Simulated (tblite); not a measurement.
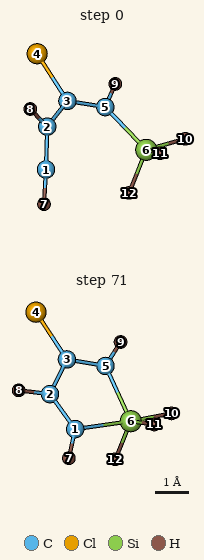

The structure of C₄H₆ClSi (multiplicity 2) before (top) and after (bottom) a relaxation, at one scale.

Style: ball-and-stick. Shown at a tilt.

The calculation used tblite, GFN2-xTB geometry optimisation, gas phase. 

What changed between the two?

Answer. The energy falls by 0.713 eV in 71 geometry steps. H7 moves most after the best rigid fit: 0.93 Å. By element the largest moves are H 0.93 Å, C 0.92 Å, Si 0.55 Å, Cl 0.26 Å. Some distances before and after: C1–Si6 3.450 → 2.037 Å, C2–Si6 3.437 → 2.784 Å, C5–Si6 1.817 → 1.903 Å, C3–Cl4 1.765 → 1.735 Å. New bonds form, among them: C1–Si6 (3.45 → 2.04 Å). Bond angles that change, for instance: C2–C1–H7 178.3° → 127.4°, C3–C5–Si6 130.2° → 113.3°, H11–Si6–H12 109.3° → 124.5°. Groups turn about C2–C3 by about 40°.
